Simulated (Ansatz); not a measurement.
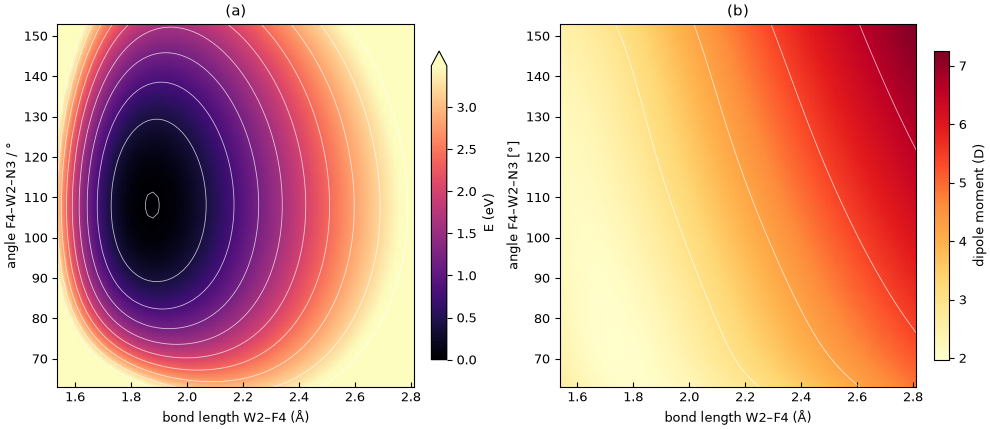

ClFH₂N₂W, SMILES [NH]=[W](=[NH])([F])[Cl]. 
- Coordinates scanned: (1) bond length W2–F4; (2) angle F4–W2–N3.
- Nothing is relaxed (all other coordinates rigid).
- The grid has 15 × 15 points.
- All energies are given in eV relative to the lowest grid point.
- The reference is spin-restricted, which grows unreliable where a bond is stretched far.
- Method: RKS PBE0-D4/def2-SVP in Ansatz 0.2.0.

Panel (a) is the energy; panel (b) is the computed dipole moment, in D.

The picture shows a smooth colour map with a few white contour lines, one colour for all values above the top of the scale. Between grid points the surface is interpolated.

Question: How does the dipole moment vary over the map, and what is it at the lowest grid point?

Answer: Leaving out the highest fifth of the energies, it runs from 1.97 D at bond length W2–F4 = 1.720 Å, angle F4–W2–N3 = 75.9° to 6.44 D at bond length W2–F4 = 2.721 Å, angle F4–W2–N3 = 127.3°. At the lowest grid point, bond length W2–F4 = 1.902 Å, angle F4–W2–N3 = 108.0°, it is 2.86 D.
